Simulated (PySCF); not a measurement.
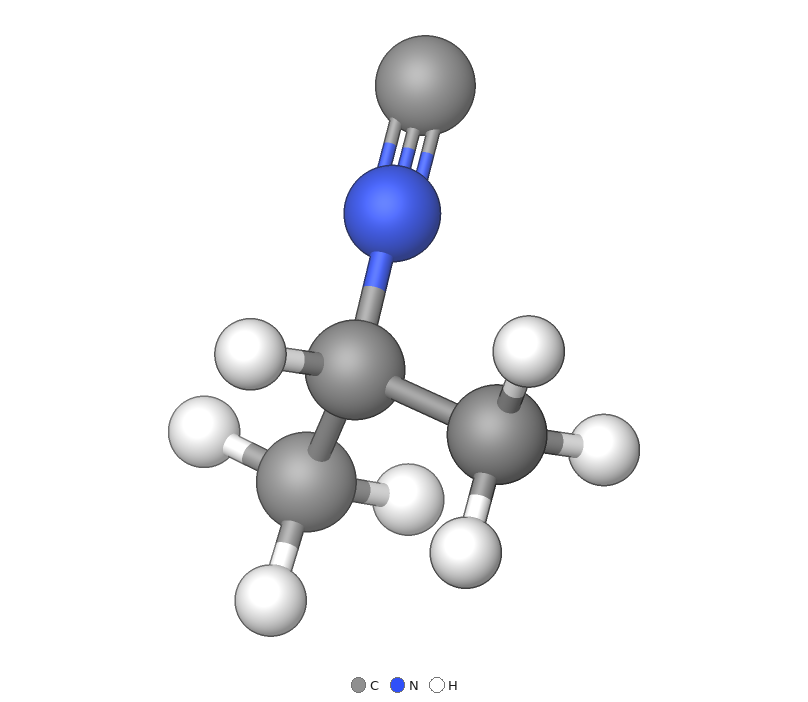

A ball-and-stick model of a molecule. Multiple sticks mark multiple bonds (one Kekulé form).

What is the molecular formula?

C4H7N, 12 atoms: 4 carbon, 7 hydrogen and 1 nitrogen.

How many sets of symmetry-equivalent atoms are there?

8: 1 C, 1 N, 1 C, 2 C, 1 H, 2 H, 2 H, 2 H.

Give a SMILES string for it.

[C-]#[N+]C(C)C

What is the point group of this geometry?

Cs.

More results for the same structure follow; atom numbers are the same in all pictures, views and colours differ. Computed geometry: PBE0-D3(BJ)/def2-SVP optimisation. No frequency run is at hand to confirm it as a minimum.

Shape

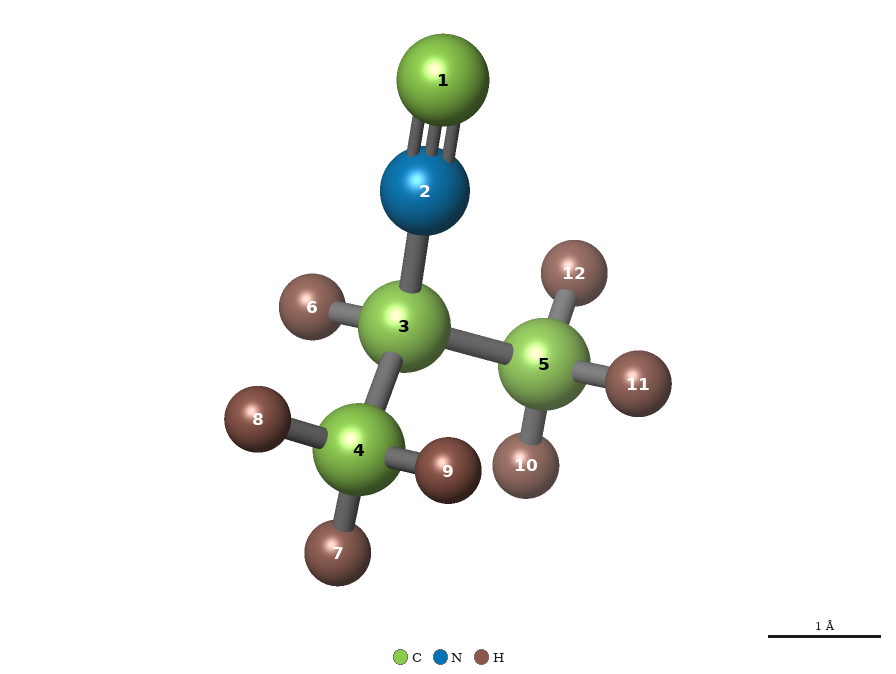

Numbered structure. No frequency run is at hand to confirm it as a minimum.

List the bonds and their lengths.

| bond | length (Å) | order |
| --- | --- | --- |
| C1–N2 | 1.173 | triple |
| N2–C3 | 1.423 | single |
| C3–C4 | 1.524 | single |
| C3–C5 | 1.524 | single |
| C3–H6 | 1.104 | single |
| C4–H7 | 1.100 | single |
| C4–H8 | 1.099 | single |
| C4–H9 | 1.100 | single |
| C5–H10 | 1.100 | single |
| C5–H11 | 1.100 | single |
| C5–H12 | 1.099 | single |

Levels of theory compared

No frequency run is at hand to confirm it as a minimum. Program: PySCF 2.14.0.

Compare dipole (D) at these levels: B3LYP/6-31G*; B3LYP/6-31G-J; B3LYP/cc-pVTZ; B3LYP/def2-TZVP; B3LYP/pcJ-0; BHandHLYP/pcJ-1.

```
          level  dipole (D)
   B3LYP/6-31G*        3.74
  B3LYP/6-31G-J        3.80
  B3LYP/cc-pVTZ        3.95
B3LYP/def2-TZVP        4.00
    B3LYP/pcJ-0        3.31
BHandHLYP/pcJ-1        3.76
```

Spin–spin coupling

No frequency run is at hand to confirm it as a minimum. Properties computed with B3LYP/pcJ-0 indirect spin-spin coupling, non-relativistic, gas phase (PySCF 2.14.0). Isotopes: 13C, 1H, 15N.

Give the spin–spin coupling constants of these pairs, with the number of bonds between them: C1/N2, N2/C3, N2/H6, N2/H12, N2/H8, N2/H10, N2/H7, N2/H9, N2/H11.

```tsv
pair	bonds apart	J (Hz)
C1, N2	1	22.4
N2, C3	1	−4.8
N2, H6	2	1.5
N2, H12	3	−1.1
N2, H8	3	−1.1
N2, H10	3	−6.1
N2, H7	3	−6.1
N2, H9	3	−1.2
N2, H11	3	−1.2
```

Quadrupole coupling

No frequency run is at hand to confirm it as a minimum. Electric field gradients from the ground-state density, BHandHLYP/pcJ-1 (PySCF 2.14.0), non-relativistic apart from any core potentials.

Give the largest field-gradient component, the quadrupole coupling constant and the asymmetry for 14N at N2 (Q = 20.44 mb), 2H at H6 (Q = 2.86 mb), 2H at H7 (Q = 2.86 mb).

| atom | V_zz (a.u.) | e²qQ/h (MHz) | η |
| --- | --- | --- | --- |
| N2 | 0.089 | 0.427 | 0.11 |
| H6 | 0.263 | 0.177 | 0.06 |
| H7 | 0.282 | 0.190 | 0.05 |
